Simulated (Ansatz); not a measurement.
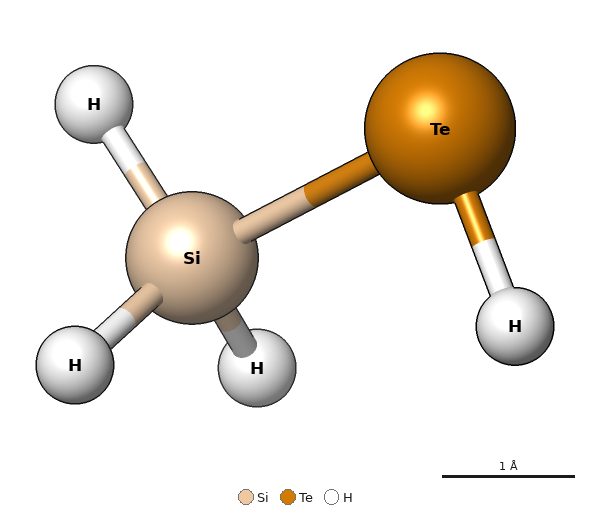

The picture shows a molecular structure as a ball-and-stick model. Every bond is drawn as one stick, whatever its order.

> Which formula does it have?

H4SiTe, 6 atoms: 4 hydrogen, 1 silicon and 1 tellurium.

> How many sets of symmetry-equivalent atoms are there?

5: 1 Si, 1 Te, 2 H, 1 H, 1 H.

The parts below concern this one geometry. Atoms keep their numbers from picture to picture. The geometry was computed by an optimisation with PBE0-D4/def2-TZVP.

### Geometry

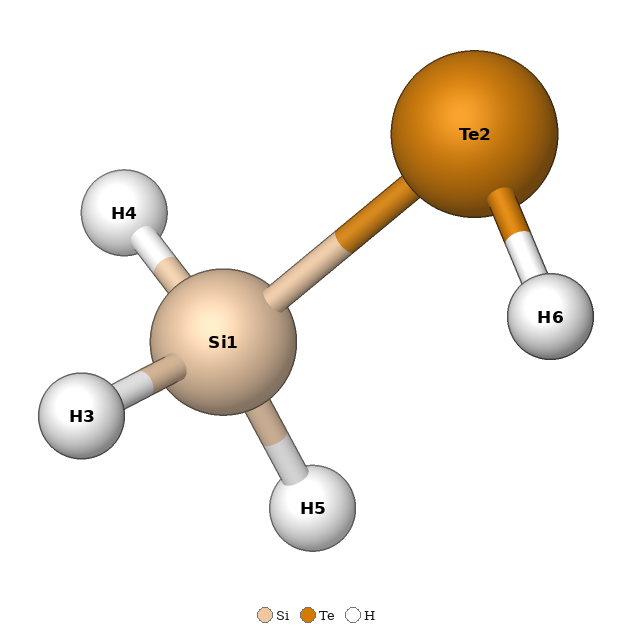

Numbered structure.

List the bonds and their lengths.

```
   bond  length (Å)   order
Si1–Te2       2.494  single
 Si1–H3       1.484  single
 Si1–H4       1.484  single
 Si1–H5       1.484  single
 Te2–H6       1.658  single
```

### Electronic properties

Level of theory: RKS PBE-D4/def2-TZVPP, core potentials on Te (Ansatz 0.2.0).

What does the calculation give?

- dipole moment: 0.45 D
- HOMO energy (Kohn–Sham orbital): −5.53 eV
- LUMO energy (Kohn–Sham orbital): −1.54 eV
- HOMO–LUMO gap: 3.98 eV
- vertical ionisation energy: 8.60 eV

### Vibrations

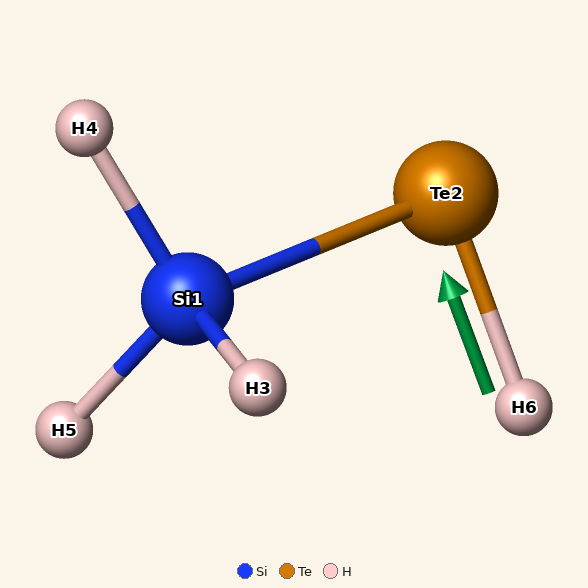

The arrows show one normal mode. Harmonic vibrations computed with RKS PBE0-D4/def2-TZVP, core potentials on Te (Ansatz 0.2.0) at a stationary point of the same level.

> Describe the motion.

Mostly Te–H stretching.

> At what wavenumber does it lie?

2152 cm⁻¹; it is mode 9 of 12 counted from the lowest.

### Charges

The questions are on Mulliken charges. Method: RKS r2SCAN-D4/def2-TZVPP, core potentials on Te (Ansatz 0.2.0).

List the Mulliken charges.

```json
{"atom": "Si1", "value (e)": "0.23"}
{"atom": "Te2", "value (e)": "−0.06"}
{"atom": "H3", "value (e)": "−0.06"}
{"atom": "H4", "value (e)": "−0.06"}
{"atom": "H5", "value (e)": "−0.06"}
{"atom": "H6", "value (e)": "−0.01"}
```

Mulliken values depend strongly on the basis set and can even reverse the polarity of a bond.
